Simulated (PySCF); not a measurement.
**V(NH2)3 (H6N3V, triplet): what the electrons do**

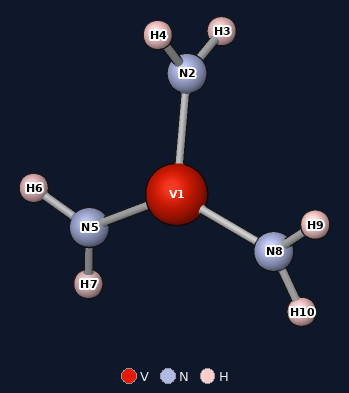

The molecule, with its atoms numbered as below. No frequency check shows the geometry to be a minimum.

Coordinates in Å:

```
V1       0.0005   -0.0791    0.1021
N2      -0.0034    1.6840   -0.1020
H3      -0.0047    2.1995   -0.9810
H4      -0.0093    2.3455    0.6751
N5      -1.6236   -0.7653   -0.0539
H6      -2.4787   -0.2521    0.1493
H7      -1.8766   -1.6752   -0.4372
N8       1.6263   -0.7597   -0.0538
H9       2.4797   -0.2435    0.1494
H10      1.8826   -1.6687   -0.4371
```

Part 1: Bonding charge

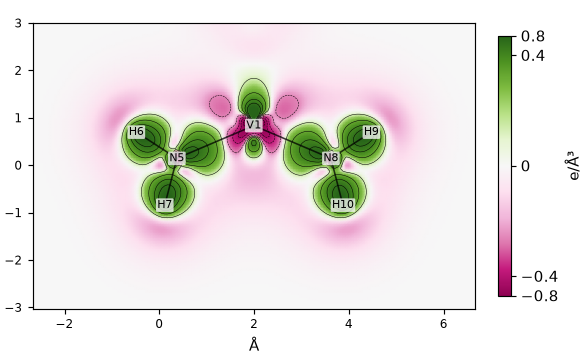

Deformation density (molecule less spherical, spin-averaged free atoms) in the plane of V1, N5, H6, H7, N8, H9 and H10; colour scale in e/Å³, logarithmic beyond ±0.1; green: gain, pink: loss.

Method: B3LYP/def2-TZVP; geometry: GFN2-xTB; program: PySCF. This is a single-reference result, which may miss multireference character in this system. The stability of the open-shell solution wasn't checked. GFN2-xTB doesn't know the spin state, so this open-shell geometry is rough.

How much density has each bond in this plane gained at its critical point, relative to the free atoms?

Answer. N5–H6 and N8–H9: +0.78 e/Å³ at the bond critical point (bond length 1.02 Å, Mayer order 0.9). N5–H7 and N8–H10: +0.77 e/Å³ at the bond critical point (bond length 1.02 Å, Mayer order 0.9). V1–N8 and V1–N5: +0.22 e/Å³ at the bond critical point (bond length 1.77 Å, Mayer order 0.9). In all, 2.4 electrons gather in the regions of gain relative to the promolecule.

Where do the Hirshfeld charges lie?

Answer. The highest Hirshfeld charge is on V1 (+0.41 e), the lowest on N5 and N8 (−0.34 e).

```csv
atom,charge (e)
V1,+0.41
N2,−0.34
H3,+0.10
H4,+0.10
N5,−0.34
H6,+0.11
H7,+0.10
N8,−0.34
H9,+0.11
H10,+0.10
```

Part 2: Bond critical points

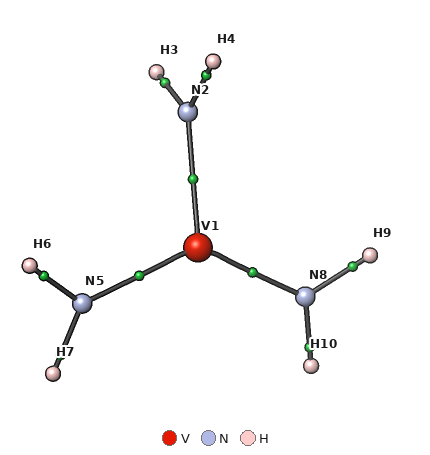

Molecular graph of the electron density (QTAIM): bond paths, bond critical points (green), ring points (magenta, if any); weak paths are dashed.

How many critical points of each kind are there, and does the count close?

Answer. 10 nuclei, 9 bond, 0 ring and 0 cage critical points: 10 − 9 + 0 − 0 = 1, as the Poincaré–Hopf relation requires.

Give the properties at the bond critical points.

Answer.
```csv
bond,length (Å),ρ (a.u.),∇²ρ (a.u.),ε,H (a.u.)
N2–H3,1.019,0.329,−1.50,0.02,−0.435
N5–H6 (2 alike),1.018,0.328,−1.52,0.02,−0.440
N5–H7 (2 alike),1.019,0.327,−1.49,0.02,−0.434
N2–H4,1.021,0.326,−1.46,0.03,−0.428
V1–N8 (2 alike),1.769,0.174,+0.63,0.16,−0.071
V1–N2,1.775,0.169,+0.65,0.03,−0.065
```

What kind of interaction is V1–N2?

Answer. Polar or intermediate (positive Laplacian, negative energy density H): ρ = 0.169, ∇²ρ = +0.65, H = −0.065 a.u.

Part 3: Local ionisation energy

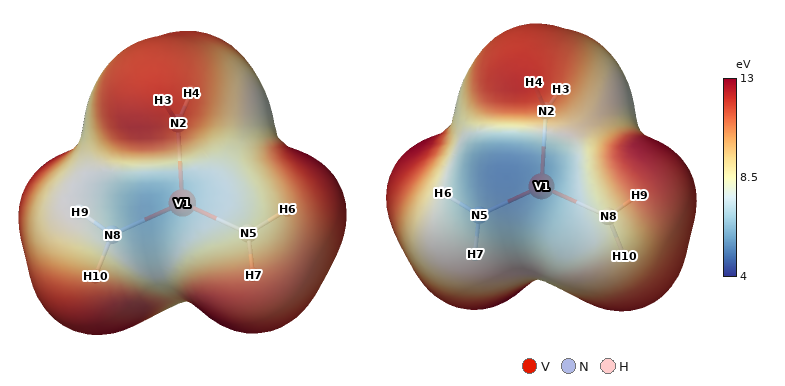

Average local ionisation energy on the surface of electron density 0.001 a.u. (back view left, front view right).

Where are the most loosely bound electrons on this surface?

Answer. The lowest value is 4.9 eV, 2.3 Å from V1. Further minima include 5.6 eV, 2.3 Å from V1; 7.6 eV, over N2, off the plane of its three bonds (2.1 Å), and at like points elsewhere. For comparison, the highest occupied orbital lies at −4.7 eV.

Part 4: Spin density

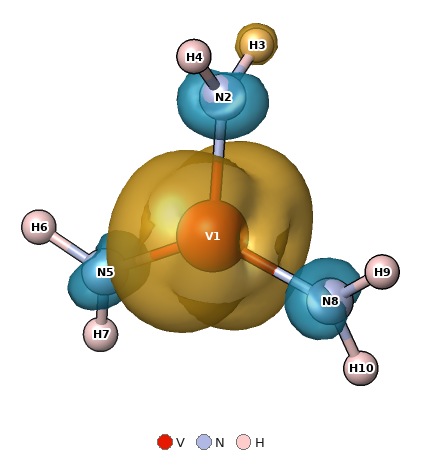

Spin density ρα − ρβ at ±0.03 e/Å³ (yellow: excess α, teal: excess β).

Where is the unpaired spin?

Answer. Hirshfeld spin populations: V1 +1.91. ⟨S²⟩ = 2.02, against 2.00 for a pure state. The picture also shows regions of β spin from spin polarisation; the Hirshfeld sums, whose atoms overlap, net them against the α spin of neighbours.

Part 5: In an electric field

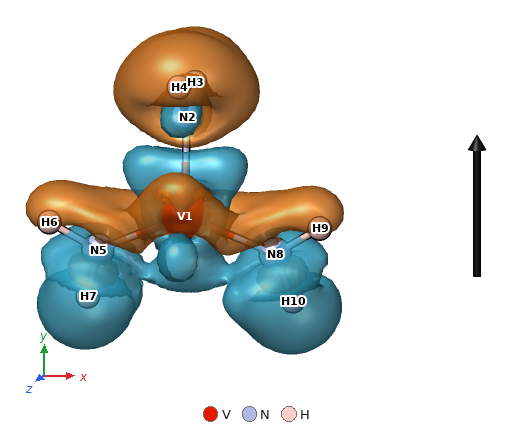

Change of the electron density in a uniform field of 0.26 V/Å along +y (arrow), surfaces at ±0.0015 e/Å³ (light blue: gain, orange: loss).

PySCF calculation, ωB97X/def2-SVPD, gas phase; geometry: GFN2-xTB. This is a single-reference result, which may miss multireference character in this system. The stability of the open-shell solution wasn't checked. GFN2-xTB doesn't know the spin state, so this open-shell geometry is rough.

The field was applied in both directions; the picture shows the one opposite to the script's first.

How large is the response?

Answer. The induced dipole is 0.84 D (along the field); α along this axis, from the fields in both directions, is 66 bohr³ (9.8 Å³).
